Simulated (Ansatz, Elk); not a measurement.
## MgFe2Sn2: X-ray structure factors from the self-consistent density

The structure of MgFe2Sn2 used here is made up (a known structure type with other elements) and was relaxed beforehand with PBEsol. The aim is the Fourier transform of its all-electron density, F(hkl), set beside the sum over free spherical atoms that refinements use.

Calculated with Elk 11.2.3 (patched build); DFT, PBE, all-electron APW+lo, Dirac cores, scalar-relativistic bands, static density, ferromagnetic start.

The structure was built from a prototype and need not be the compound's stable phase.

### 1. Set-up

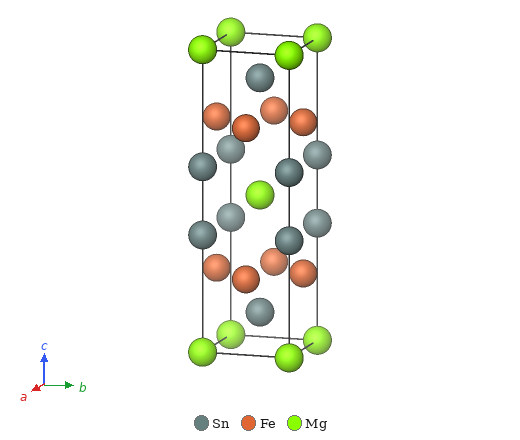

The starting structure, seen slightly off an axis (tin teal, iron orange, magnesium green). This picture shows the conventional cell, with its axes. Some periodic images of atoms are drawn too.

### 2. Ground state and structure factors

An all-electron density is needed, since X-rays see the cores too. Task 0 finds the density and task 195 Fourier-transforms it; tshift is off so that phases refer to the origin typed.

Contents of elk.in:

```
tasks
  0
  195
  196

xctype
  20

spinpol
  .true.

rgkmax
  7.0

gmaxvr
  14.0

lmaxo
  7

lmaxapw
  8

swidth
  0.002

tshift
  .false.

ramdisk
  .false.

hmaxvr
  5.5

maxscl
  120

epspot
  1e-06

reducebf
  0.8

sppath
  './'

avec
  -3.57535204671 3.57535204671 12.13196080514
  3.57535204671 -3.57535204671 12.13196080514
  3.57535204671 3.57535204671 -12.13196080514

atoms
  3
  'Sn.in'
  2
  0.6127352142 0.6127352142 0.0000000000   0.000000 0.000000 0.000000
  0.3872647858 0.3872647858 -0.0000000000   0.000000 0.000000 0.000000
  'Fe.in'
  2
  0.2500000000 0.7500000000 0.5000000000   0.000000 0.000000 -0.110000
  0.7500000000 0.2500000000 0.5000000000   0.000000 0.000000 -0.110000
  'Mg.in'
  1
  -0.0000000000 -0.0000000000 -0.0000000000   0.000000 0.000000 0.000000

ngridk
  7 7 7
```

Launch:

```console
OMP_NUM_THREADS=4 elk
```

Numbers of over 12 decimals in the logs are rounded to 6 here.

What it wrote:

```text
┌─────────────────────────┐
│ Elk code version 11.2.3 │
└─────────────────────────┘

All units are atomic (Hartree, Bohr, etc.)

┌─────────────────────────────────────────────────┐
│ Ground-state run starting from atomic densities │
└─────────────────────────────────────────────────┘

Lattice vectors :
  -3.575352047       3.575352047       12.13196081
   3.575352047      -3.575352047       12.13196081
   3.575352047       3.575352047      -12.13196081

Reciprocal lattice vectors :
 -0.1882253615E-16  0.8786806481      0.2589517642
  0.8786806481     -0.1882253615E-16  0.2589517642
  0.8786806481      0.8786806481     -0.7500001438E-17

Unit cell volume      :    620.3383234
Brillouin zone volume :   0.3998627912

Muffin-tin inner radius fraction :   0.1000000000E-01

Nuclei treated as point charges

Species : 1 (Sn)
 parameters loaded from : Sn.in
 name : tin
 nuclear charge    :   -50.00000000
 electronic charge :    50.00000000
 atomic mass :    216395.0922
 muffin-tin radius :    2.514875523
 number of radial points in muffin-tin :   1193
 inner part over the whole radius :   0.9876253864E-02
 number on inner part of muffin-tin    :    849
 approximate nuclear radius :   0.8828114845E-04
 number of mesh points to nuclear radius :    429
 atomic positions (lattice), magnetic fields (Cartesian) :
  1 :  -0.38726479 -0.38726479  0.00000000    0.00000000  0.00000000  0.00000000
  2 :   0.38726479  0.38726479  0.00000000    0.00000000  0.00000000  0.00000000

Species : 2 (Fe)
 parameters loaded from : Fe.in
 name : iron
 nuclear charge    :   -26.00000000
 electronic charge :    26.00000000
 atomic mass :    101799.2075
 muffin-tin radius :    2.321423560
 number of radial points in muffin-tin :    993
 inner part over the whole radius :   0.9994014837E-02
 number on inner part of muffin-tin    :    700
 approximate nuclear radius :   0.7160107270E-04
 number of mesh points to nuclear radius :    332
 atomic positions (lattice), magnetic fields (Cartesian) :
  1 :   0.25000000 -0.25000000  0.50000000    0.00000000  0.00000000 -0.11000000
  2 :  -0.25000000  0.25000000  0.50000000    0.00000000  0.00000000 -0.11000000

Species : 3 (Mg)
 parameters loaded from : Mg.in
 name : magnesium
 nuclear charge    :   -12.00000000
 electronic charge :    12.00000000
 atomic mass :    44305.30466
 muffin-tin radius :    2.200000000
 number of radial points in muffin-tin :    793
 inner part over the whole radius :   0.9941530515E-02
 number on inner part of muffin-tin    :    552
 approximate nuclear radius :   0.5710277704E-04
 number of mesh points to nuclear radius :    241
 atomic positions (lattice), magnetic fields (Cartesian) :
  1 :   0.00000000  0.00000000  0.00000000    0.00000000  0.00000000  0.00000000

Total number of atoms per unit cell :    5
Total muffin-tin volume :    282.6574484
 ratio of muffin-tin to unit cell volume :   0.4556504696

Spin treatment :
 spin-polarised
 global magnetic field (Cartesian) :    0.000000000       0.000000000       0.000000000
 collinear magnetisation in z-direction

Number of Bravais lattice symmetries :   16
Number of crystal symmetries         :   16
Crystal has inversion symmetry
Real symmetric eigensolver will be used

k-point grid :      7     7     7
k-point offset :    0.000000000       0.000000000       0.000000000
k-point set is reduced with full crystal symmetry group
Total number of k-points :       40

Muffin-tin radius times maximum |G+k| :    7.000000000
 using average radius
Maximum |G+k| for APW functions       :    2.947964675
Maximum (1/2)|G+k|²                   :    4.345247863
Maximum |G| for potential and density :    14.00000000
Constant for pseudocharge density :    9
 order of it for each species :   16  16  16
 order of it for pair densities of each species (exact exchange by exxq0 0: 17) :   11   9   8
Radial integration step length :    1

G-vector grid sizes :     60    60    60
Number of G-vectors :    28735

Maximum angular momentum used for
[...]
RMS change in Kohn-Sham potential (target) :    2.916933683     (  0.1000000000E-05)
Absolute change in total energy (target)   :    1.464069799     (  0.1000000000E-03)

[... loops 3 to 19 left out ...]

┌──────────────────┐
│ Loop number : 20 │
└──────────────────┘

Energies :
 Fermi                       :     0.275121
 sum of occupied eigenvalues :     -9037.4506095985
 electron kinetic            :      15791.007611755
 core electron kinetic       :      14970.852839533
 Coulomb                     :     -30435.850046642
 Coulomb potential           :     -24230.207903569
 nuclear-nuclear             :     -1659.1054797367
 electron-nuclear            :     -33365.718962893
 Hartree                     :      4588.9743959878
 Madelung                    :     -18320.746094857
 xc potential                :     -598.04237554901
 xc effective B-field        :    -0.207922
 external B-field            :      0.000000
 exchange                    :     -450.91069666255
 correlation                 :     -8.287927
 electron entropic           :    -0.93653337260522E-03
 total energy                :     -15104.041994751
 (external B-field energy excluded from total)

Density of states at Fermi energy :    68.01461612
 (states/Hartree/unit cell)

Estimated indirect band gap :   0.5104569647E-03
 from k-point 3 to k-point 2
Estimated direct band gap   :   0.2493885474E-02
 at k-point 34

Charges :
 core                        :    82.00000000
 valence                     :    82.00000000
 interstitial                :    7.543492519
 muffin-tins (core leakage)
  species : 1 (Sn)
[...]
species : 2 (Fe)
[...]
species : 3 (Mg)
[...]
total in muffin-tins        :    156.4565075
 total calculated charge     :    163.9991090
 total charge                :    164.0000000
 error                       :   0.8909832777E-03

Moments :
 interstitial                :  -0.5781088189E-01
 muffin-tins
  species : 1 (Sn)
[...]
species : 2 (Fe)
[...]
species : 3 (Mg)
[...]
total in muffin-tins        :    4.348690207
 total moment                :    4.290879325

RMS change in Kohn-Sham potential (target) :   0.9893932005E-06 (  0.1000000000E-05)
Absolute change in total energy (target)   :   0.3236220618E-04 (  0.1000000000E-03)

Convergence targets achieved

┌──────────────────┐
│ Loop number : 21 │
└──────────────────┘

Energies :
 Fermi                       :     0.275121
 sum of occupied eigenvalues :     -9037.4506124448
 electron kinetic            :      15791.007598536
 core electron kinetic       :      14970.852830114
 Coulomb                     :     -30435.850045423
 Coulomb potential           :     -24230.207832974
 nuclear-nuclear             :     -1659.1054797367
 electron-nuclear            :     -33365.719038057
 Hartree                     :      4588.9744723699
 Madelung                    :     -18320.746128936
 xc potential                :     -598.04245254921
 xc effective B-field        :    -0.207910
 external B-field            :      0.000000
 exchange                    :     -450.91069365580
 correlation                 :     -8.287927
 electron entropic           :    -0.93661937898178E-03
 total energy                :     -15104.042004485
 (external B-field energy excluded from total)

Density of states at Fermi energy :    68.02408910
 (states/Hartree/unit cell)

Estimated indirect band gap :   0.5109314454E-03
 from k-point 3 to k-point 2
Estimated direct band gap   :   0.2493291416E-02
 at k-point 34

Charges :
 core                        :    82.00000000
 valence                     :    82.00000000
 interstitial                :    7.543486142
 muffin-tins (core leakage)
  species : 1 (Sn)
[...]
species : 2 (Fe)
   atom 1                    :    24.85785313     ( -0.2238923571E-06)
   atom 2                    :    24.85785313     ( -0.2238923571E-06)
  species : 3 (Mg)
   atom 1                    :    10.43833949     ( -0.9828258785E-07)
 total in muffin-tins        :    156.4565139
 total calculated charge     :    163.9991090
 total charge                :    164.0000000
 error                       :   0.8909848554E-03

Moments :
 interstitial                :  -0.5779305969E-01
 muffin-tins
  species : 1 (Sn)
[...]
species : 2 (Fe)
   atom 1                    :    2.230904165
   atom 2                    :    2.230904165
  species : 3 (Mg)
   atom 1                    :   0.1769717119E-01
 total in muffin-tins        :    4.348561981
 total moment                :    4.290768921

┌──────────────────────────────┐
│ Self-consistent loop stopped │
└──────────────────────────────┘

Warning : core states of species 1 leak from the muffin-tin :   0.1119138098E-03

Wrote STATE.OUT
```

Run time: 8 min. Hardware: 4 threads of Arm Neoverse V1, shared host; peak memory 0.62 GiB; 30 min of CPU time.

SFACRHO.OUT:

```text

h k l indices transformed by vhmat matrix:
   1.000000000       0.000000000       0.000000000    
   0.000000000       1.000000000       0.000000000    
   0.000000000       0.000000000       1.000000000    

      h      k      l  multipl.   |H|            Re(F)            Im(F)           |F|

      0      0      0      1   0.0000000       164.00000     -0.13794424E-16   164.00000    
     -1     -1      1      2  0.51790353      -23.824550      0.54264960E-14   23.824550    
      0     -1      1      8  0.91604350      -57.358852     -0.63568233E-17   57.358852    
     -2     -2      2      2   1.0358071      -29.030884     -0.10252336E-13   29.030884    
      1      2     -2      8   1.1728529       52.850410     -0.43284601E-14   52.850410    
     -1      1      0      4   1.2426421       49.821663     -0.52896494E-16   49.821663    
     -1     -1      0      8   1.3462479       60.793174     -0.66951167E-14   60.793174    
      3      3     -3      2   1.5537106      -63.433771     -0.13806733E-13   63.433771    
      2      3     -2      8   1.5647620       78.489664      0.84075176E-17   78.489664    
     -1     -3      2      8   1.6177316      -100.74795      0.90039048E-14   100.74795    
      1     -1      1      4   1.7573613       116.56543     -0.36827139E-14   116.56543    
     -2      0      0      8   1.8320870      -15.991182     -0.31867743E-16   15.991182    
     -2      1      1     16   1.9817806      -45.453232      0.44913085E-17   45.453232    
     -3     -3      4      8   1.9895165       9.8141832     -0.16375617E-13   9.8141832    
     -3     -4      4      8   2.0144042      -9.4370737      0.21281210E-17   9.4370737    
      1      3     -1      8   2.0399056      -25.368906     -0.50576239E-14   25.368906    
      4      4     -4      2   2.0716141       95.730388      0.16065127E-13   95.730388    
     -3      0      1     16   2.1127950       42.799449     -0.22633250E-17   42.799449
```

Elk indexes on the primitive cell of elk.in and gives |H| = 4π sin θ/λ in inverse bohr. Below, one row stands for each form hkl of the conventional cell (m members, Friedel mates merged), F is for one primitive cell and the density is static (no thermal factor). Free-atom factors are Waasmaier and Kirfel's, and R is Σm||F|−|F'||/Σm|F|.

| hkl | m | sin θ/λ (Å⁻¹) | abs F, DFT | neutral atoms | diff. |
| --- | --- | --- | --- | --- | --- |
| 002 | 2 | 0.078 | 23.825 | 23.361 | +0.463 |
| 101 | 8 | 0.138 | 57.359 | 57.207 | +0.152 |
| 004 | 2 | 0.156 | 29.031 | 29.230 | -0.200 |
| 103 | 8 | 0.176 | 52.850 | 52.976 | -0.126 |
| 110 | 4 | 0.187 | 49.822 | 50.069 | -0.248 |
| 112 | 8 | 0.202 | 60.793 | 60.964 | -0.171 |
| 006 | 2 | 0.234 | 63.434 | 63.755 | -0.321 |
| 105 | 8 | 0.235 | 78.490 | 78.774 | -0.284 |
| 114 | 8 | 0.243 | 100.748 | 101.101 | -0.353 |
| 200 | 4 | 0.264 | 116.565 | 117.033 | -0.468 |
| 202 | 8 | 0.276 | 15.991 | 16.218 | -0.227 |
| 211 | 16 | 0.298 | 45.453 | 45.530 | -0.077 |
| 116 | 8 | 0.299 | 9.814 | 9.914 | -0.100 |
| 107 | 8 | 0.303 | 9.437 | 9.462 | -0.025 |

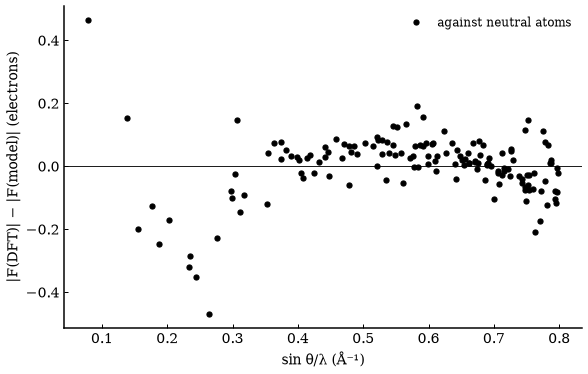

Difference between the calculated structure factors and the independent-atom ones.

### 3. The magnetisation density

The same run holds the spin density, and task 196 transforms it. The order is that of the start, and no other was tried.

SFACMAG_1.OUT:

```text

h k l indices transformed by vhmat matrix:
   1.000000000       0.000000000       0.000000000    
   0.000000000       1.000000000       0.000000000    
   0.000000000       0.000000000       1.000000000    

      h      k      l  multipl.   |H|            Re(F)            Im(F)           |F|

      0      0      0      1   0.0000000       4.2907691      0.84618497E-18   4.2907691    
     -1     -1      1      2  0.51790353      -4.1494415      0.48725697E-15   4.1494415    
      0     -1      1      8  0.91604350      0.29346454E-01 -0.59843338E-20  0.29346454E-01
     -2     -2      2      2   1.0358071       3.7894199     -0.83924034E-15   3.7894199    
      1      2     -2      8   1.1728529     -0.17143130E-01 -0.55716992E-18  0.17143130E-01
     -1      1      0      4   1.2426421      -3.3837960      0.19674392E-17   3.3837960    
     -1     -1      0      8   1.3462479       3.1669404     -0.49549125E-15   3.1669404    
      3      3     -3      2   1.5537106      -2.7267352     -0.99001871E-15   2.7267352    
      2      3     -2      8   1.5647620      0.23113462E-01  0.45804845E-18  0.23113462E-01
     -1     -3      2      8   1.6177316      -2.7033963      0.64233957E-15   2.7033963    
      1     -1      1      4   1.7573613       2.5438459     -0.25770744E-15   2.5438459    
     -2      0      0      8   1.8320870      -2.3861722     -0.57062210E-17   2.3861722    
     -2      1      1     16   1.9817806     -0.25029163E-01  0.21028982E-17  0.25029163E-01
     -3     -3      4      8   1.9895165       2.0694483     -0.10275855E-14   2.0694483    
     -3     -4      4      8   2.0144042      0.22223619E-02 -0.70492174E-18  0.22223619E-02
      1      3     -1      8   2.0399056       2.0397691     -0.31988532E-15   2.0397691
```

The total moment is 4.29 μB a cell; sphere moments: Sn1 -0.07, Sn2 -0.07, Fe3 +2.23, Fe4 +2.23, Mg5 +0.02 μB. Polarised neutrons measure spin and orbital magnetisation together; without spin-orbit coupling the run gives the spin part:

```
hkl  sin θ/λ (Å⁻¹)  abs F_M (μB)
002          0.078         4.149
101          0.138         0.029
004          0.156         3.789
103          0.176         0.017
110          0.187         3.384
112          0.202         3.167
006          0.234         2.727
105          0.235         0.023
114          0.243         2.703
200          0.264         2.544
202          0.276         2.386
211          0.298         0.025
116          0.299         2.069
107          0.303         0.002
```

### 4. The highest occupied states alone

An energy window below the Fermi level keeps the highest occupied states, to see at which angles they scatter; shallow core shells can lie inside it and anion s states outside. No new self-consistency is needed.

Edit elk.in of step 2 so:

```diff
@@ -1,5 +1,3 @@
 tasks
-  0
   195
-  196
 
@@ -44,2 +42,5 @@
 
+wsfac
+  -0.165870 0.575120
+
 sppath
```

Launch:

```console
OMP_NUM_THREADS=4 elk
```

What it wrote:

```text
┌─────────────────────────────────┐
│ Elk code version 11.2.3 started │
└─────────────────────────────────┘

Info(readinput): the functional depends on the density's gradient
 muffin-tin radial points multiplied by    2.00000
 (not where nrmtscf is given)

┌────────────────────┐
│ Current task : 195 │
└────────────────────┘
Info(checkmt): changed muffin-tin radius of species 1 (Sn) from   2.6000 to   2.5149
Info(checkmt): changed muffin-tin radius of species 2 (Fe) from   2.4000 to   2.3214

Info(sfacrho): density structure factors written to SFACRHO.OUT

 Energy window :  -0.1658700000      0.5751200000

┌──────────────────┐
│ Elk code stopped │
└──────────────────┘
```

Run time: 15 s. Hardware: 4 threads; peak memory 0.27 GiB.

States within 12 eV below the Fermi level hold 26.00 electrons; any levels below the window count with the cores. Their amplitudes can exceed the total, where window and core parts have opposite phase:

| hkl | sin θ/λ (Å⁻¹) | abs F, window | abs F, all |
| --- | --- | --- | --- |
| 002 | 0.078 | 12.050 | 23.825 |
| 101 | 0.138 | 1.518 | 57.359 |
| 004 | 0.156 | 8.545 | 29.031 |
| 103 | 0.176 | 0.501 | 52.850 |
| 110 | 0.187 | 7.883 | 49.822 |
| 112 | 0.202 | 7.792 | 60.793 |
| 006 | 0.234 | 6.639 | 63.434 |
| 105 | 0.235 | 0.252 | 78.490 |
| 114 | 0.243 | 6.271 | 100.748 |
| 200 | 0.264 | 5.383 | 116.565 |

(Part 1 of 2 ends here.)

[Logs are printed without paths, hosts, clocks, repeated set-up lines and the standing remarks that a program may print on its own settings, such as how far it seeks lower states.]

[Hosts, paths, dates, database ids (printed as entryN), source tags and the programs' standing remarks are cut or masked in the printed files.]
